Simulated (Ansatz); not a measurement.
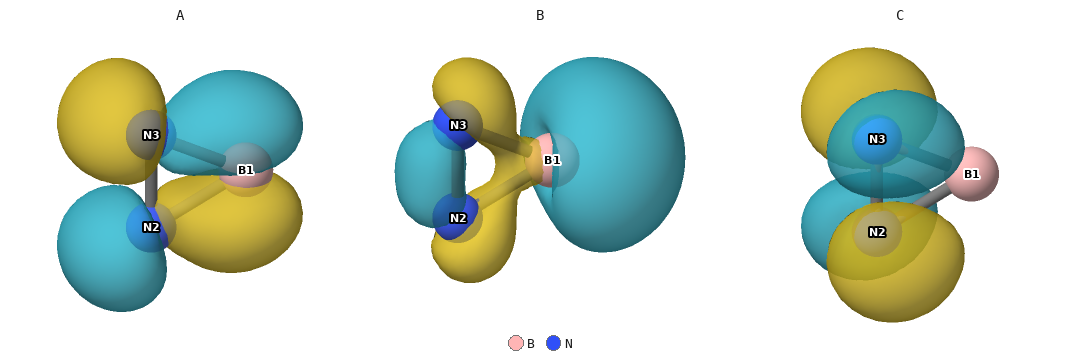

The picture shows: BN2 (doublet). Three frontier orbitals at ±0.15 Å⁻³ᐟ² (yellow and cyan are the two phases), in no order.

Geometry: r2SCAN-D4/def2-TZVP.

All numbers below come from UKS PBE0-D4/def2-TZVP (Ansatz).

Input file:

```
crystal:
  periodic: [false, false, false]
  atoms:
    - {symbol: B, position_ang: [0.266442, -0.725913, 0.325483]}
    - {symbol: N, position_ang: [-0.745407, 0.146927, -0.143410]}
    - {symbol: N, position_ang: [0.478965, 0.578986, -0.182074]}
basis:
  gaussian: {orbitals: def2-TZVP, initial_orbitals: start.molden}
magnetization: {spin_polarized: true, initial_magnetization: 1}
hamiltonian: {xc: pbe0, dispersion: d4}
output: {orbitals: {seedname: orbitals}}
```

Command:

```sh
ansatz run in.yaml --threads 4 --pin off --events-out ev --progress --plain --max-ram 3916MiB
```

**Which picture is the HOMO−1, the HOMO and the LUMO? All are α orbitals.**

B is the HOMO−1 (α) (−8.58 eV). By Hirshfeld shares it lies mainly on B1 (about 75 %), N2 (about 10 %) and N3 (about 10 %); it is symmetric in the molecular plane (an in-plane orbital: σ, lone-pair or in-plane π type). A is the HOMO (α) (−7.92 eV). Its weight (Hirshfeld) is mainly on N2 (about 35 %), N3 (about 35 %) and B1 (about 25 %); it is symmetric in the molecular plane (an in-plane orbital: σ, lone-pair or in-plane π type). C is the LUMO (α) (−2.57 eV). It lies mainly on N2 (about 45 %) and N3 (about 45 %); it changes sign across the molecular plane (π type); π-antibonding (a node) across N2–N3.

**What is the gap between the highest occupied and lowest empty α orbitals?**

5.35 eV between the orbital energies.
